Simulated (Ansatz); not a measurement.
## Electronic structure of GdH18N6 (charge +3, octet) in real space

Input

```
crystal:
  periodic: [false, false, false]
  atoms:
    - {symbol: Gd, position_ang: [0.001569, -0.000281, 0.001907]}
    - {symbol: N, position_ang: [-0.006698, 0.015243, 2.532808]}
    - {symbol: H, position_ang: [0.835209, 0.411891, 2.976016]}
    - {symbol: H, position_ang: [-0.086857, -0.908486, 2.983168]}
    - {symbol: H, position_ang: [-0.768934, 0.550149, 2.974606]}
    - {symbol: N, position_ang: [-0.019308, -0.011558, -2.528462]}
    - {symbol: H, position_ang: [-0.838553, -0.461363, -2.963226]}
    - {symbol: H, position_ang: [0.771521, -0.493294, -2.981080]}
    - {symbol: H, position_ang: [-0.005325, 0.916734, -2.976328]}
    - {symbol: N, position_ang: [2.532276, -0.017159, 0.005186]}
    - {symbol: H, position_ang: [2.981835, 0.909751, -0.030100]}
    - {symbol: H, position_ang: [2.978216, -0.515319, -0.779250]}
    - {symbol: H, position_ang: [2.972280, -0.452022, 0.829711]}
    - {symbol: N, position_ang: [-2.528827, 0.013113, -0.034399]}
    - {symbol: H, position_ang: [-2.959252, 0.572407, -0.785679]}
    - {symbol: H, position_ang: [-2.986925, 0.379696, 0.813018]}
    - {symbol: H, position_ang: [-2.975297, -0.908475, -0.152367]}
    - {symbol: N, position_ang: [0.020083, 2.529966, 0.015528]}
    - {symbol: H, position_ang: [0.306061, 2.964019, 0.905658]}
    - {symbol: H, position_ang: [-0.886407, 2.981679, -0.176214]}
    - {symbol: H, position_ang: [0.647207, 2.979045, -0.668233]}
    - {symbol: N, position_ang: [0.002860, -2.530312, 0.009672]}
    - {symbol: H, position_ang: [-0.208837, -2.975403, -0.895657]}
    - {symbol: H, position_ang: [-0.672785, -2.977698, 0.646733]}
    - {symbol: H, position_ang: [0.894897, -2.972311, 0.277004]}
basis:
  gaussian: {orbitals: def2-TZVP, initial_orbitals: start.molden}
total_charge: 3
magnetization: {spin_polarized: true, initial_magnetization: 7}
hamiltonian: {xc: pbe0, dispersion: d4}
scf: {omitted_lower_state_checks: [starts]}
output: {orbitals: {seedname: orbitals}}
```

Run with:

```sh
ansatz run in.yaml --threads 4 --pin off --events-out ev --progress --plain --max-ram 6963MiB
```

Geometry: r2SCAN-D4/def2-SVP.

Computed with Ansatz, UKS PBE0-D4/def2-TZVP.

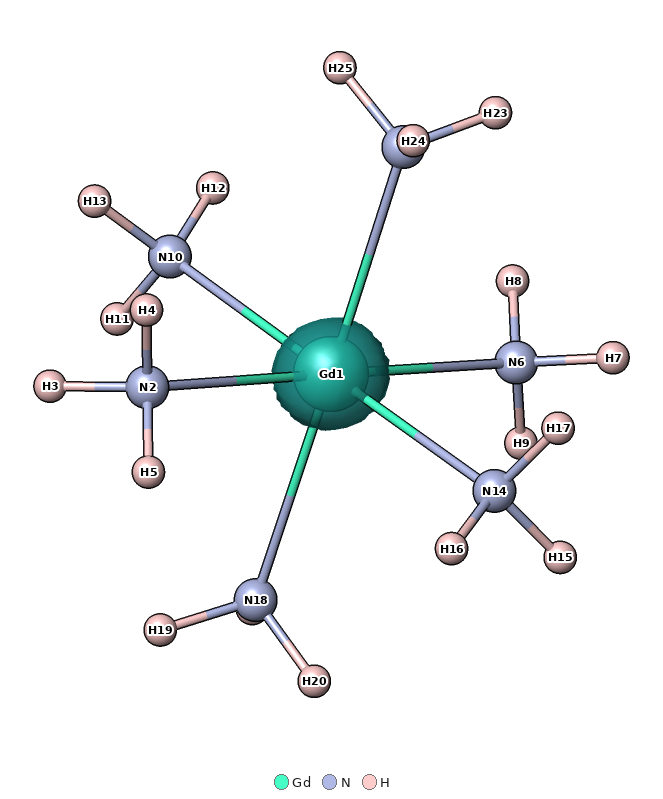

Figure 1. Isosurfaces of the spin density at +2 (teal) and −2 e/Å³ (pink), seen across its widest extent.

Q: Where is the unpaired spin?

A: The unpaired spin (7 electrons) lies mostly on Gd1 (about 7.0), in electrons by Hirshfeld's partition. Only one sign reaches the isovalue.

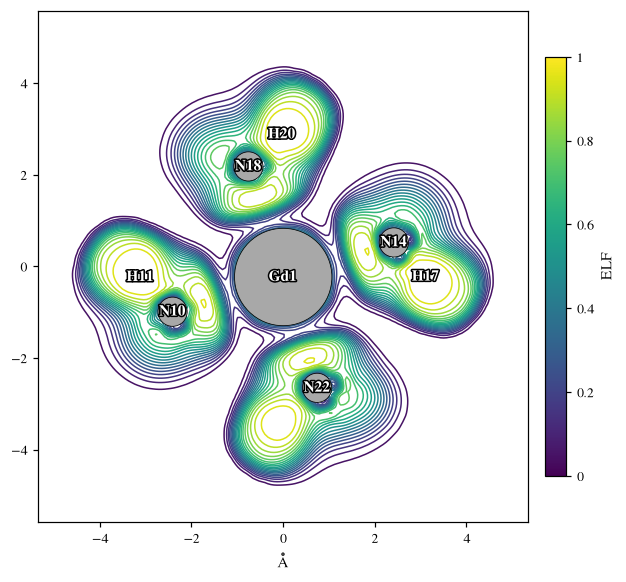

Figure 2. Electron localisation function on the plane of atoms N10, Gd1 and N22. Grey discs cover the atomic cores.

Q: What does the map show?

A: The section cuts through Gd, N and H sites. Gd–N (2.53 Å): the ELF is about 0.20 at the midpoint. N–H (1.03 Å): the ELF climbs to about 1 towards the hydrogen, as it does in any bond to H; a covalent bond by its length.

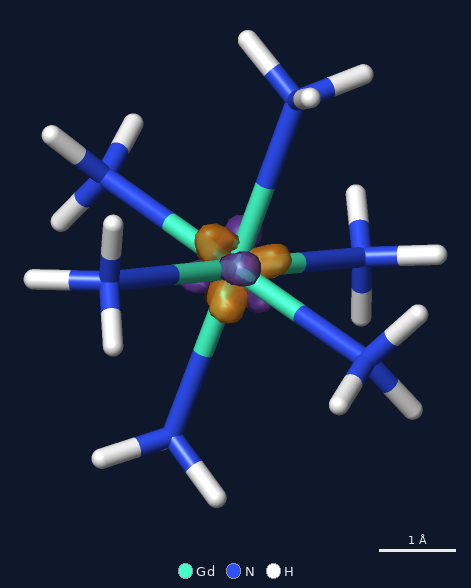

Figure 3. The LUMO (β) at ±0.5 Å⁻³ᐟ² (orange and purple are the two phases), seen across its widest extent.

Q: What is the character of this orbital?

A: Its weight (Hirshfeld) is mainly on Gd1 (about 100 %). Its energy is −12.50 eV.
